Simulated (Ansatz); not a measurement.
Cl₂H₂O₂Si···SiH₄···H₂O

Input file:

```
crystal:
  periodic: [false, false, false]
  atoms:
    - {symbol: Si, position_ang: [-1.341743, 1.523012, -0.535415]}
    - {symbol: Si, position_ang: [1.599611, -2.191630, -0.738953]}
    - {symbol: Cl, position_ang: [-1.451414, -0.145601, -1.698337]}
    - {symbol: Cl, position_ang: [-2.740064, 1.280706, 0.954735]}
    - {symbol: O, position_ang: [-1.722711, 2.767628, -1.494575]}
    - {symbol: H, position_ang: [0.491655, -0.908686, 1.813733]}
    - {symbol: O, position_ang: [0.105872, 1.734390, 0.126497]}
    - {symbol: H, position_ang: [0.724923, -2.351521, 0.459617]}
    - {symbol: O, position_ang: [0.358729, -0.026059, 2.176941]}
    - {symbol: H, position_ang: [2.826848, -2.996635, -0.517446]}
    - {symbol: H, position_ang: [0.868073, -2.691194, -1.926113]}
    - {symbol: H, position_ang: [1.948410, -0.759986, -0.892728]}
    - {symbol: H, position_ang: [-1.473250, 3.642360, -1.189032]}
    - {symbol: H, position_ang: [0.324352, 1.158018, 0.890255]}
    - {symbol: H, position_ang: [-0.519191, -0.034801, 2.570720]}
basis:
  gaussian: {orbitals: def2-TZVPP}
hamiltonian: {xc: pbe0, dispersion: d4}
output: {orbitals: {seedname: orbitals}}
```

Launched as:

```sh
ansatz run in.yaml --threads 4 --pin off --events-out ev --progress --plain --max-ram 66560MiB --backend cuda --devices 0, --max-vram 37GiB
```

The product side of a reaction path; geometry: PBE0-D4/def2-TZVP.

These are results of Ansatz 0.2.0, RKS PBE0-D4/def2-TZVPP, not measurements.

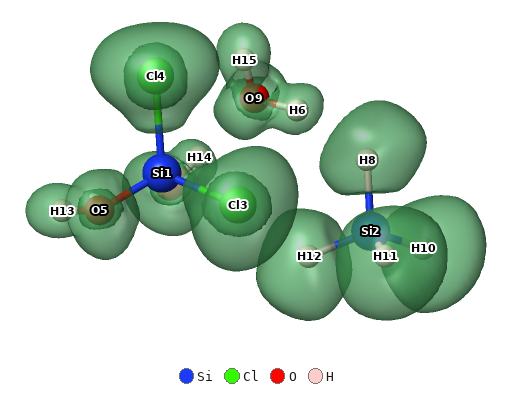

Figure 1. Isosurface of the ELF at 0.75 (green), seen at an oblique angle. Only the valence region is drawn (cores and ρ < 0.01 e/Å³ removed).

### What do the ELF domains correspond to?

The ELF exceeds this value in four regions around hydrogen nuclei, two regions on Cl in which the atom's valence shell and bonds are merged and three joined regions spread over several atoms (H, O), in which their bonds and any lone pairs are merged. Profiles from the grid: O9···H14 (1.75 Å): the ELF dips to about 0.15 between them (a closed-shell contact with the geometry of a hydrogen bond). Si–O (1.61 Å): the ELF peaks at about 0.85 between the atoms (a short, strongly polar bond).

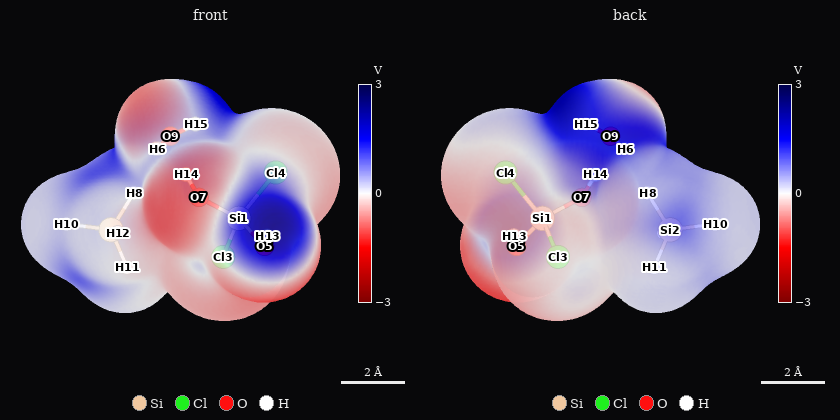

Figure 2. The electrostatic potential painted on the density surface at 0.001 e/bohr³, seen from the front and from behind; red is negative and blue positive.

### Which sites attract a positive test charge, and which a negative one?

A positive charge is drawn to the negative regions and a negative charge to the positive ones. The most negative region (about −1.1 V) lies over O5 and O7, the most positive (about +2.2 V) over H13 and H15.

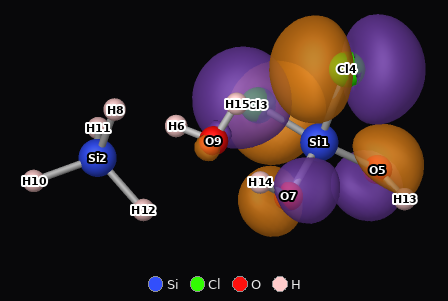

Figure 3. The HOMO−1 at ±0.08 Å⁻³ᐟ² (orange and purple are the two phases), seen from one side.

### Where does this orbital lie, and at what energy?

It lies mainly on Cl4 (about 40 %), Cl3 (about 30 %), O5 (about 10 %) and O7 (about 10 %); largely a combination of lone pairs on Cl4, Cl3, O5 and O7. Its energy is −9.16 eV.
